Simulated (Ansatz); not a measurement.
## Run report: SiH5SF, geometry relaxation

The run: geometry relaxation of SiH5SF. Method and program: RKS PBE-D4/def2-SVP (Ansatz 0.2.0).

It belongs to a series of runs on one base structure; here: end point A relaxed. Figures and captions count atoms from 1; the log counts them from 0 in places.

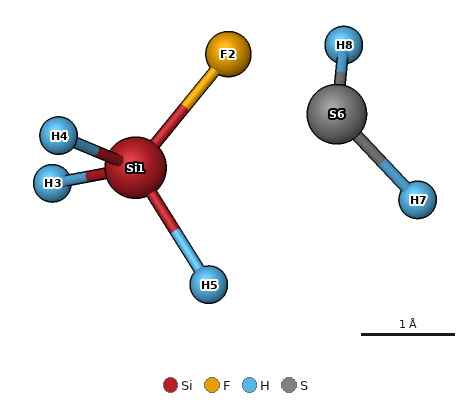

Figure 1. The structure as given in the input (ball-and-stick view, seen at a tilt; atoms are numbered from 1 in the order of the input). Bond lengths as drawn: F–Si 1.62 Å, H–S 1.36 to 1.38 Å and H–Si 1.50 to 1.51 Å.

Summary

| quantity | value |
| --- | --- |
| outcome | converged |
| total energy | −21492.7035 eV |
| mean-field energy | −21492.5842 eV |
| largest force (length of the vector) at the end | 0.014 eV/Å |
| hardware | 1 thread of Intel Xeon @ 2.50GHz (Skylake/Cascade Lake), 32 GiB of memory available, shared host |
| wall time | 23 s |
| peak memory | 0.15 GiB |

Input
```yaml
crystal:
  periodic: [false, false, false]
  atoms:
    - { symbol: Si, position_ang: [0.256124, 0.05218, -0.102997] }
    - { symbol: F, position_ang: [0.148686, -0.133805, 1.505497] }
    - { symbol: H, position_ang: [1.723781, -0.032252, -0.425947] }
    - { symbol: H, position_ang: [-0.263919, 1.39581, -0.509604] }
    - { symbol: H, position_ang: [-0.457702, -1.070371, -0.794483] }
    - { symbol: S, position_ang: [-2.952675, 0.158356, 0.906145] }
    - { symbol: H, position_ang: [-3.096685, -1.18038, 0.694291] }
    - { symbol: H, position_ang: [-1.945409, -0.062337, 1.827599] }
basis:
  gaussian: { orbitals: def2-SVP }
hamiltonian:
  xc: pbe
  dispersion: d4
relax:
  f_tol: 0.03
  max_steps: 50
```

Launched with:
```bash
ansatz run input.yaml --threads 1 --pin off --max-ram 2048MiB --backend cpu --events-out ev --progress --plain --runs-dir out
```

What the program printed
```
The last accepted step is kept in [file] (removed where the run ends without a failure and the disk answers)
Engine: ansatz 0.2.0, x86_64-unknown-linux-gnu
Functional definition: PBE
  parameter kappa = 0.804
  parameter beta = 0.06672455060314922
  exchange = pbe_x(kappa = kappa, mu = beta*pi^2/3)
  correlation = pbe_c(beta = beta)
839 factors; their error is unknown
mean field evaluation 1: about -21490.9065 eV, gradient 3.0e1 eV
mean field evaluation 2: about -21488.0486 eV, gradient 5.5e1 eV
mean field evaluation 4: about -21492.5887 eV, gradient 1.6e0 eV
mean field evaluation 8: about -21492.5339 eV, gradient 2.6e-2 eV
mean field -21492.53394160 eV, -789.8360541912 hartree, gradient 9.5e-6 eV, S^2 0.000000; 0 other end points of the search recorded, 0 dependent functions left out
the calculation of the forces begins
reference -21492.53397360 eV, -789.8360553671 hartree; 22, 22 occupied and 53, 53 virtual orbitals, 839 factors
relax step   1: F+E_penalty+E_count = -21492.66147781 eV  Δ(F+E_penalty+E_count) = +0.000e0 eV  max|allowed force component| = 1.004e0 eV/Å  Δτ_max = 0.0000 Å  (24 SCF iters, accepted)
these checks for a lower state are left out or cut short: starts, cluster_reference, orbital_swaps, neighbouring_geometries, increment
839 factors; their error is unknown
mean field evaluation 16: about -21492.5872 eV, gradient 4.2e0 eV
mean field -21492.57729862 eV, -789.8376475322 hartree, gradient 1.2e-5 eV, S^2 0.000000; 0 other end points of the search recorded, 0 dependent functions left out
the calculation of the forces begins
reference -21492.57733114 eV, -789.8376487271 hartree; 22, 22 occupied and 53, 53 virtual orbitals, 839 factors
relax step   2: F+E_penalty+E_count = -21492.69600893 eV  Δ(F+E_penalty+E_count) = -3.453e-2 eV  max|allowed force component| = 4.453e-1 eV/Å  Δτ_max = 0.1945 Å  (26 SCF iters, accepted)
these checks for a lower state are left out or cut short: starts, cluster_reference, orbital_swaps, neighbouring_geometries, increment
839 factors; their error is unknown
mean field -21492.58216847 eV, -789.8378264959 hartree, gradient 1.1e-5 eV, S^2 0.000000; 0 other end points of the search recorded, 0 dependent functions left out
the calculation of the forces begins
reference -21492.58220092 eV, -789.8378276884 hartree; 22, 22 occupied and 53, 53 virtual orbitals, 839 factors
relax step   3: F+E_penalty+E_count = -21492.70114180 eV  Δ(F+E_penalty+E_count) = -5.133e-3 eV  max|allowed force component| = 2.170e-1 eV/Å  Δτ_max = 0.0194 Å  (27 SCF iters, accepted)
these checks for a lower state are left out or cut short: starts, cluster_reference, orbital_swaps, neighbouring_geometries, increment
839 factors; their error is unknown
mean field evaluation 32: about -21492.5832 eV, gradient 8.8e-2 eV
mean field -21492.58317069 eV, -789.8378633269 hartree, gradient 1.1e-5 eV, S^2 0.000000; 0 other end points of the search recorded, 0 dependent functions left out
the calculation of the forces begins
reference -21492.58320306 eV, -789.8378645164 hartree; 22, 22 occupied and 53, 53 virtual orbitals, 839 factors
relax step   4: F+E_penalty+E_count = -21492.70276229 eV  Δ(F+E_penalty+E_count) = -1.620e-3 eV  max|allowed force component| = 2.522e-2 eV/Å  Δτ_max = 0.0258 Å  (27 SCF iters, accepted)
these checks for a lower state are left out or cut short: starts, cluster_reference, orbital_swaps, neighbouring_geometries, increment
839 factors; their error is unknown
mean field -21492.58339012 eV, -789.8378713907 hartree, gradient 1.4e-5 eV, S^2 0.000000; 0 other end points of the search recorded, 0 dependent functions left out
the calculation of the forces begins
reference -21492.58342246 eV, -789.8378725791 hartree; 22, 22 occupied and 53, 53 virtual orbitals, 839 factors
relax step   5: F+E_penalty+E_count = -21492.70303029 eV  Δ(F+E_penalty+E_count) = -2.680e-4 eV  max|allowed force component| = 2.289e-2 eV/Å  Δτ_max = 0.0157 Å  (26 SCF iters, accepted)
these checks for a lower state are left out or cut short: starts, cluster_reference, orbital_swaps, neighbouring_geometries, increment
839 factors; their error is unknown
mean field -21492.58399878 eV, -789.8378937586 hartree, gradient 1.1e-5 eV, S^2 0.000000; 0 other end points of the search recorded, 0 dependent functions left out
the calculation of the forces begins
reference -21492.58403107 eV, -789.8378949451 hartree; 22, 22 occupied and 53, 53 virtual orbitals, 839 factors
relax step   6: F+E_penalty+E_count = -21492.70342011 eV  Δ(F+E_penalty+E_count) = -3.898e-4 eV  max|allowed force component| = 3.353e-2 eV/Å  Δτ_max = 0.0369 Å  (26 SCF iters, accepted)
these checks for a lower state are left out or cut short: starts, cluster_reference, orbital_swaps, neighbouring_geometries, increment
839 factors; their error is unknown
mean field -21492.58419070 eV, -789.8379008113 hartree, gradient 1.2e-5 eV, S^2 0.000000; 0 other end points of the search recorded, 0 dependent functions left out
the calculation of the forces begins
reference -21492.58422299 eV, -789.8379019982 hartree; 22, 22 occupied and 53, 53 virtual orbitals, 839 factors
relax step   7: F+E_penalty+E_count = -21492.70349787 eV  Δ(F+E_penalty+E_count) = -7.776e-5 eV  max|allowed force component| = 1.293e-2 eV/Å  Δτ_max = 0.0110 Å  (27 SCF iters, accepted)
839 factors; their error is unknown
mean field evaluation 64: about -21492.6447 eV, gradient 4.6e-1 eV
```

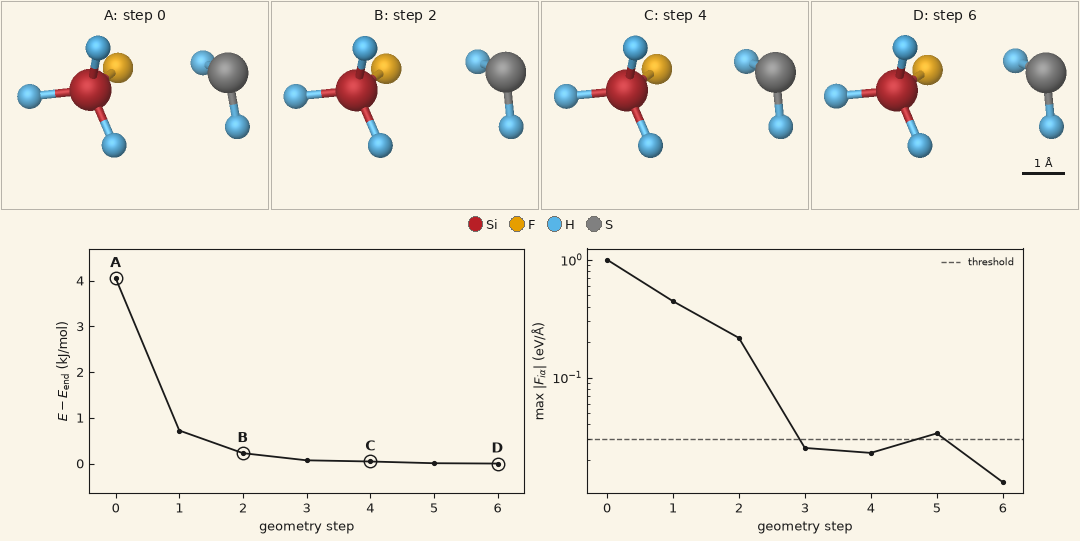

Figure 2. Frames of the relaxation (ball-and-stick view, seen at an oblique angle) above the curves, on which the letters mark them (the first geometry is step 0 here and step 1 in the log).

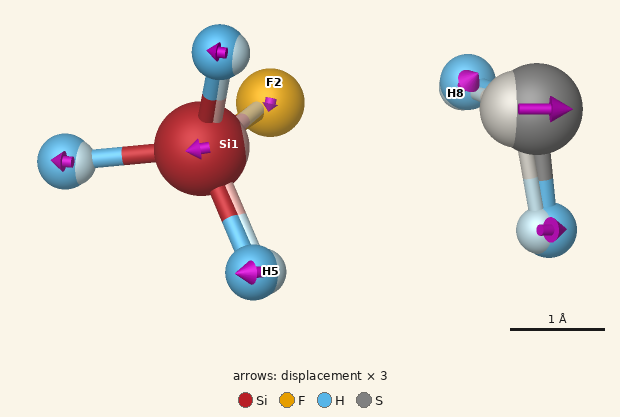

Figure 3. Start (faint) and end (solid) with the displacements as pink arrows, magnified 3 times (ball-and-stick view, seen at an oblique angle). The two geometries are laid on each other by the best rigid fit. The atom that moves furthest after the best rigid fit is S6 (0.20 Å). Largest moves by element: S 0.20 Å, H 0.13 Å, Si 0.09 Å, F 0.05 Å. Among the contacts that change: Si1–F2 1.623 → 1.651 Å, S6–H8 1.383 → 1.363 Å. Over 6 geometry steps the energy falls by 4.05 kJ/mol. The largest force component goes from 1 to 0.013 eV/Å. (Atoms are counted from 1 in the order of the input.)

```
mean field -21492.58419070 eV, -789.8379008113 hartree, gradient 1.1e-5 eV, S^2 0.000000; 1 other end points of the search recorded, 0 dependent functions left out
the calculation of the forces begins
reference -21492.58422299 eV, -789.8379019982 hartree; 22, 22 occupied and 53, 53 virtual orbitals, 839 factors
Total energy: -21492.70353016 eV, -789.8422864558 hartree
Atom 0 at     0.334893     0.053065    -0.144344 Å, force    -0.004092    -0.006585     0.012061 eV/Å
Atom 1 at     0.156240    -0.177698     1.481115 Å, force     0.002242     0.002520    -0.012926 eV/Å
Atom 2 at     1.807815    -0.026477    -0.428166 Å, force    -0.000733     0.000909    -0.000506 eV/Å
Atom 3 at    -0.189577     1.406172    -0.513853 Å, force     0.001852     0.002698     0.000756 eV/Å
Atom 4 at    -0.383153    -1.040613    -0.875911 Å, force     0.002298     0.000351    -0.001193 eV/Å
Atom 5 at    -3.126264     0.123365     0.992733 Å, force     0.007299    -0.003742     0.002879 eV/Å
Atom 6 at    -3.159004    -1.223113     0.796147 Å, force     0.000261     0.002644     0.001979 eV/Å
Atom 7 at    -2.028748     0.012501     1.792780 Å, force    -0.009126     0.001206    -0.003050 eV/Å
Dipole moment:     0.119506    -0.153029    -0.173795 e Å
```

Trajectory as extended XYZ (Å, eV, eV/Å), 7 frames, from step=1 to step=7
```
8
Properties=species:S:1:pos:R:3:forces:R:3 step=1 energy=-21492.66148
Si    0.2561    0.0522   -0.1030    0.2072   0.0885  -1.0038
F     0.1487   -0.1338    1.5055    0.0013  -0.1178   0.9456
H     1.7238   -0.0323   -0.4259   -0.0011   0.0030   0.0031
H    -0.2639    1.3958   -0.5096   -0.0010  -0.0007   0.0034
H    -0.4577   -1.0704   -0.7945    0.0075   0.0108  -0.0045
S    -2.9527    0.1584    0.9061    0.1898  -0.1302   0.3657
H    -3.0967   -1.1804    0.6943    0.0009   0.0433   0.0030
H    -1.9454   -0.0623    1.8276   -0.4045   0.1031  -0.3126
8
Properties=species:S:1:pos:R:3:forces:R:3 step=2 energy=-21492.69601
Si    0.3398    0.0571   -0.1394    0.1299   0.0342  -0.4453
F     0.2057   -0.1406    1.4782   -0.1021  -0.0471   0.4384
H     1.8090   -0.0228   -0.4503   -0.0157   0.0069  -0.0168
H    -0.1915    1.3987   -0.5397   -0.0170   0.0034   0.0181
H    -0.3778   -1.0573   -0.8399   -0.0206   0.0012   0.0069
S    -3.1227    0.1398    0.9988    0.2352  -0.1537   0.1666
H    -3.1873   -1.1990    0.7401   -0.0044   0.0933   0.0113
H    -2.0630   -0.0486    1.8526   -0.2053   0.0618  -0.1793
8
Properties=species:S:1:pos:R:3:forces:R:3 step=3 energy=-21492.70114
Si    0.3416    0.0554   -0.1421    0.0231   0.0207  -0.2170
F     0.1872   -0.1456    1.4813   -0.0319  -0.0239   0.2022
H     1.8112   -0.0231   -0.4484   -0.0123   0.0002   0.0045
H    -0.1942    1.3963   -0.5393    0.0044   0.0066   0.0132
H    -0.3807   -1.0542   -0.8459    0.0028  -0.0053   0.0020
S    -3.1175    0.1377    1.0024    0.0842  -0.0807   0.0585
H    -3.1740   -1.1993    0.7415    0.0001   0.0557   0.0113
H    -2.0614   -0.0399    1.8509   -0.0704   0.0266  -0.0748
8
Properties=species:S:1:pos:R:3:forces:R:3 step=4 energy=-21492.70276
Si    0.3342    0.0541   -0.1414   -0.0046  -0.0021  -0.0232
F     0.1769   -0.1536    1.4879   -0.0024  -0.0003   0.0091
H     1.8034   -0.0236   -0.4457    0.0006  -0.0012   0.0076
H    -0.1990    1.3987   -0.5302    0.0017  -0.0026   0.0079
H    -0.3861   -1.0555   -0.8475    0.0017   0.0052   0.0002
S    -3.1097    0.1352    0.9983   -0.0247  -0.0013  -0.0144
H    -3.1603   -1.2013    0.7456    0.0024   0.0012   0.0058
H    -2.0473   -0.0269    1.8337    0.0252   0.0011   0.0071
8
Properties=species:S:1:pos:R:3:forces:R:3 step=5 energy=-21492.70303
Si    0.3331    0.0537   -0.1416   -0.0071  -0.0069   0.0101
F     0.1729   -0.1585    1.4879    0.0010   0.0031  -0.0157
H     1.8030   -0.0240   -0.4423    0.0006  -0.0007   0.0043
H    -0.1993    1.3998   -0.5254    0.0023  -0.0003   0.0040
H    -0.3874   -1.0533   -0.8510    0.0026   0.0042  -0.0028
S    -3.1117    0.1330    0.9968   -0.0229   0.0086  -0.0120
H    -3.1585   -1.2050    0.7537    0.0025  -0.0075   0.0044
H    -2.0400   -0.0185    1.8225    0.0209  -0.0006   0.0078
8
Properties=species:S:1:pos:R:3:forces:R:3 step=6 energy=-21492.70342
Si    0.3331    0.0532   -0.1446    0.0000  -0.0099   0.0335
F     0.1552   -0.1735    1.4822    0.0077   0.0043  -0.0300
H     1.8060   -0.0258   -0.4287   -0.0004  -0.0006   0.0005
H    -0.1908    1.4054   -0.5173   -0.0028   0.0015  -0.0016
H    -0.3831   -1.0446   -0.8719   -0.0004   0.0044  -0.0030
S    -3.1231    0.1252    0.9965    0.0115   0.0021   0.0079
H    -3.1578   -1.2190    0.7861    0.0033  -0.0008   0.0048
H    -2.0271    0.0062    1.7983   -0.0189  -0.0011  -0.0121
8
Properties=species:S:1:pos:R:3:forces:R:3 step=7 energy=-21492.70350
Si    0.3349    0.0531   -0.1443   -0.0041  -0.0066   0.0121
F     0.1562   -0.1777    1.4811    0.0022   0.0025  -0.0129
H     1.8078   -0.0265   -0.4282   -0.0007   0.0009  -0.0005
H    -0.1896    1.4062   -0.5139    0.0019   0.0027   0.0008
H    -0.3832   -1.0406   -0.8759    0.0023   0.0004  -0.0012
S    -3.1263    0.1234    0.9927    0.0073  -0.0037   0.0029
H    -3.1590   -1.2231    0.7961    0.0003   0.0026   0.0020
H    -2.0287    0.0125    1.7928   -0.0091   0.0012  -0.0031
```
